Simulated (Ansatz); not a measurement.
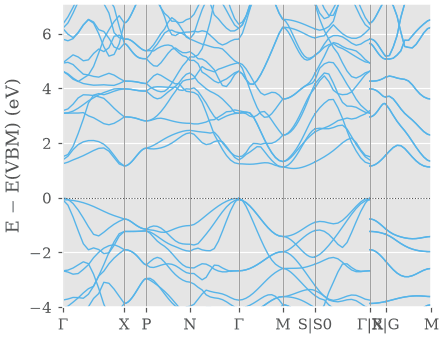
Figure: Band structure from DFT-PBEsol in the program Ansatz with PAW potentials

Problem. Read off the gap and where the band edges lie.

Solution. About 1.1 eV (1.07 eV by a search for the band edges); maximum at Γ, minimum on the M–S line, 34 % of the way from M.

The material is ZnGeP₂ (chalcopyrite, I-42d).

The PBEsol relaxation kept the symmetry of its start. Scalar-relativistic: spin–orbit coupling is off unless named, which matters more the heavier the elements.

Potentials: the later of the program's two PAW sets.
